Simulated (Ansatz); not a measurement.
NaRu12: several calculations on one system

### Relaxation

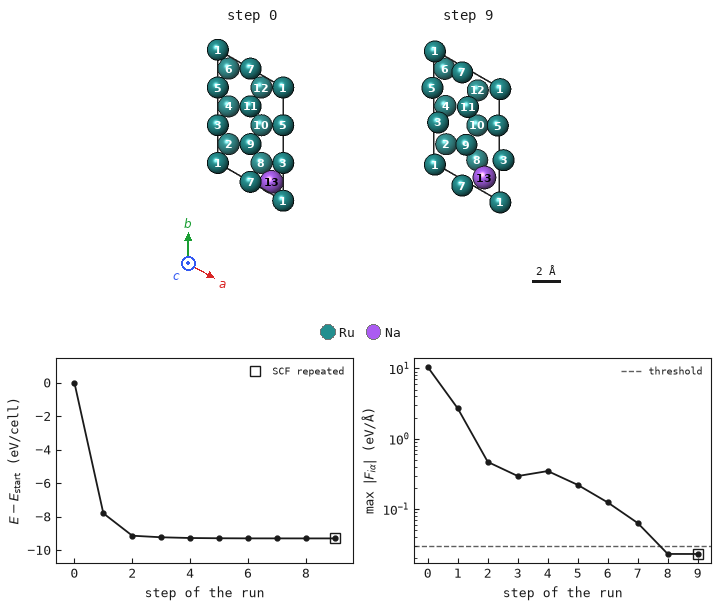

First and last geometry of a relaxation of a defect cell of composition NaRu₁₂, with the history of the run. Style: spheres-only. Shown: the cell of the calculation, along the c axis.

It is an interstitial Na in hcp Ru. The run prepares an end point of a later path (interstitial hop) calculation, from a guessed geometry.

All numbers below come from Ansatz, DFT PBE-D3(BJ), scalar-relativistic, plane waves, PAW.

Input file:
```yaml
crystal:
  lattice:
    - [5.4, 0.0, 0.0]
    - [-4.05, 7.014806, 0.0]
    - [0.0, 0.0, 4.2768]
  atoms:
    - { symbol: Ru, position: [0.0, 0.0, 0.0] }
    - { symbol: Ru, position: [0.1666667, 0.2222222, 0.5] }
    - { symbol: Ru, position: [0.0, 0.3333333, 0.0] }
    - { symbol: Ru, position: [0.1666667, 0.5555556, 0.5] }
    - { symbol: Ru, position: [0.0, 0.6666667, 0.0] }
    - { symbol: Ru, position: [0.1666667, 0.8888889, 0.5] }
    - { symbol: Ru, position: [0.5, 0.0, 0.0] }
    - { symbol: Ru, position: [0.6666667, 0.2222222, 0.5] }
    - { symbol: Ru, position: [0.5, 0.3333333, 0.0] }
    - { symbol: Ru, position: [0.6666667, 0.5555556, 0.5] }
    - { symbol: Ru, position: [0.5, 0.6666667, 0.0] }
    - { symbol: Ru, position: [0.6666667, 0.8888889, 0.5] }
    - { symbol: Na, position: [0.8207782, 0.10685, 0.76288] }
basis:
  ecutwfc: 420.0
kpoints:
  mp_grid: { grid: [4, 3, 4] }
hamiltonian:
  xc: pbe
  dispersion: d3bj
scf:
  occupations: { method: gaussian, width: 0.15 }
  lower_state_search: "off"
relax:
  f_tol: 0.03
  max_steps: 60
  adjacent_minimum: "off"
```

Run as
```bash
ansatz run input.yaml --threads 4 --pin off --max-ram 10240MiB --backend cpu --events-out ev --progress --plain --runs-dir out
```

What do the curves and the structures tell?

It converged. Ru7 moves most: 0.51 Å roughly along [−1 −1 1]. Largest moves by element: Ru 0.51 Å, Na 0.39 Å. The cell doesn't change. Near-neighbour distances that change, for instance: Ru7–Ru8 2.646 → 3.571 Å, Ru3–Ru7 2.700 → 3.472 Å, Ru3–Ru8 2.646 → 3.294 Å, Ru8–Na13 3.505 → 2.971 Å. Bond angles that change, for instance: Ru7–Na13–Ru8 91.0° → 115.8°, Ru3–Na13–Ru12 175.1° → 151.4°, Ru2–Na13–Ru7 179.3° → 156.0°. After 8 accepted moves (9 points after the start) the energy has fallen by 9.303 eV per cell of the calculation. The largest force component goes from 10 to 0.023 eV/Å. 1 step only repeated the SCF at the same geometry.

Limits of the set-up: the periodic images lie only 4.3 Å apart, so the values are limited by the cell's size.

### Relaxation

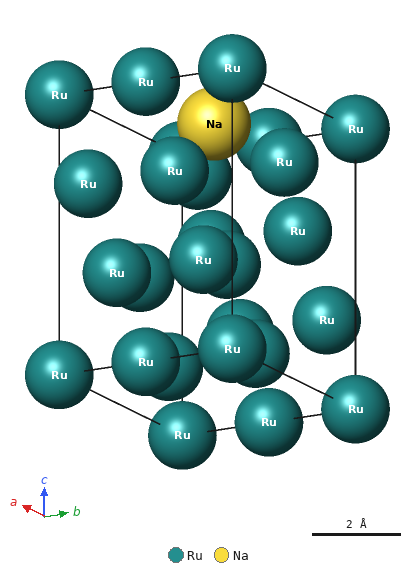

A defect cell of composition NaRu$_{12}$, before the relaxation. Style: spheres-only. Shown: the cell of the calculation, reduced to other axes, from a free direction. Lengths and directions refer to the drawn axes.

It is an interstitial Na in hcp Ru. The run prepares an end point of a later path (interstitial hop) calculation, from a guessed geometry.

These are results of Ansatz 0.2.0, DFT PBE-D3(BJ), scalar-relativistic, plane waves, PAW, not measurements.

Input file:
```yaml
crystal:
  lattice:
    - [5.4, 0.0, 0.0]
    - [-4.05, 7.014806, 0.0]
    - [0.0, 0.0, 4.2768]
  atoms:
    - { symbol: Ru, position: [0.0, 0.0, 0.0] }
    - { symbol: Ru, position: [0.16666666, 0.22222221, 0.5] }
    - { symbol: Ru, position: [-1.0e-08, 0.33333332, 0.0] }
    - { symbol: Ru, position: [0.16666665, 0.55555554, 0.5] }
    - { symbol: Ru, position: [-2.0e-08, 0.66666664, 0.0] }
    - { symbol: Ru, position: [0.16666664, 0.88888886, 0.5] }
    - { symbol: Ru, position: [0.5, 0.0, 0.0] }
    - { symbol: Ru, position: [0.66666666, 0.22222221, 0.5] }
    - { symbol: Ru, position: [0.49999999, 0.33333332, 0.0] }
    - { symbol: Ru, position: [0.66666665, 0.55555554, 0.5] }
    - { symbol: Ru, position: [0.49999998, 0.66666664, 0.0] }
    - { symbol: Ru, position: [0.66666664, 0.88888886, 0.5] }
    - { symbol: Na, position: [0.84524383, 0.12006479, 1.23794936] }
basis:
  ecutwfc: 420.0
kpoints:
  mp_grid: { grid: [4, 3, 4] }
hamiltonian:
  xc: pbe
  dispersion: d3bj
scf:
  occupations: { method: gaussian, width: 0.15 }
  lower_state_search: "off"
relax:
  f_tol: 0.03
  max_steps: 60
  adjacent_minimum: "off"
```

Launched with:
```bash
ansatz run input.yaml --threads 4 --pin off --max-ram 10240MiB --backend cpu --events-out ev --progress --plain --runs-dir out
```

Question: Predict the outcome.

Answer: Over 13 geometry steps the energy falls by 9.322 eV per cell of the calculation. The largest force component goes from 12 to 0.011 eV/Å. Ru7 moves most: 0.50 Å roughly along [1 0 1]. Largest moves by element: Ru 0.50 Å, Na 0.43 Å. The lattice vectors keep their values. Near-neighbour distances that change, for instance: Ru7–Ru8 2.646 → 3.570 Å, Ru3–Ru7 2.700 → 3.473 Å, Ru3–Ru8 2.646 → 3.293 Å, Ru8–Na13 3.518 → 2.970 Å. Bond angles that change, for instance: Ru7–Na13–Ru8 87.6° → 115.8°, Ru3–Na13–Ru12 178.2° → 151.5°, Ru1–Na13–Ru8 175.0° → 154.9°.

The structure at the end:

```
CELL_PARAMETERS angstrom
5.40000 0.00000 0.00000
-4.05000 7.01481 0.00000
0.00000 0.00000 4.27680
ATOMIC_POSITIONS crystal
Ru 0.01788 0.99141 0.97278
Ru 0.19047 0.22972 0.53372
Ru 0.06757 0.38092 0.96870
Ru 0.17971 0.56353 0.48265
Ru 0.98016 0.65768 0.00343
Ru 0.16749 0.88763 0.45809
Ru 0.43615 0.94572 0.92889
Ru 0.66532 0.24770 0.60072
Ru 0.49921 0.32763 0.05488
Ru 0.66753 0.55477 0.49913
Ru 0.52409 0.66941 0.00550
Ru 0.67412 0.86680 0.51023
Na 0.77555 0.13048 0.21924
```

The end point in the same view:

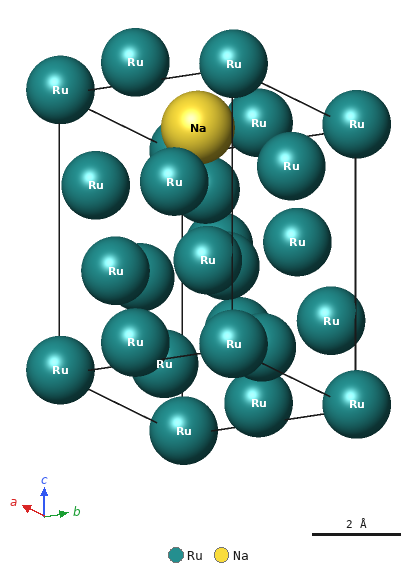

Limits of the set-up: the periodic images lie only 4.3 Å apart, so the values are limited by the cell's size.

### Path

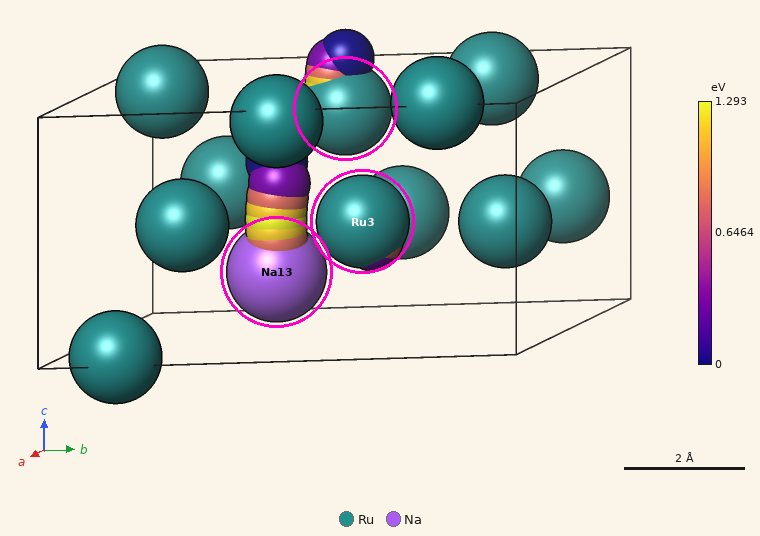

NEB run on Ru with an interstitial Na (13 atoms in the cell). Images are numbered from 0 (start) to 8 (end). The start is drawn whole; smaller spheres mark the moving atoms (Ru, Na) in the later images, joined by lines and coloured by the energy of the image relative to the start. Style: spheres-only. Shown: the simulation cell (origin moved), slightly off an axis. The atoms that move most are ringed.

Theory: Ansatz 0.2.0, DFT PBE-D3(BJ), scalar-relativistic, plane waves, PAW. Settings: plane-wave cutoff 420 eV; k-point mesh 4 × 3 × 4; Gaussian smearing 0.15 eV; 7 movable images; climbing image; force threshold 0.03 eV/Å; iteration limit 61; starting path by image-dependent pair potential.

Q: What moves, how far, and at what cost in energy?

A: The Na atom travels furthest, 1.88 Å from end to end, along +c, on a path that bends up to 0.18 Å away from the straight line. At the highest image its nearest neighbour (Ru) is 1.97 Å away, against 2.10 Å at the start, and the surrounding atoms stand up to 0.23 Å off the mean of their end positions. The two ends have the same energy, and the highest point, image 4, lies 1.29 eV above the start. The band converged in 8 iterations. The largest component of the band force went from 3.6 to 0.017 eV/Å. The climbing image converged on the top of the path. A check of its curvatures didn't confirm a first-order saddle.

Limits of the set-up: the periodic images lie only 4.3 Å apart, so the values are limited by the cell's size.
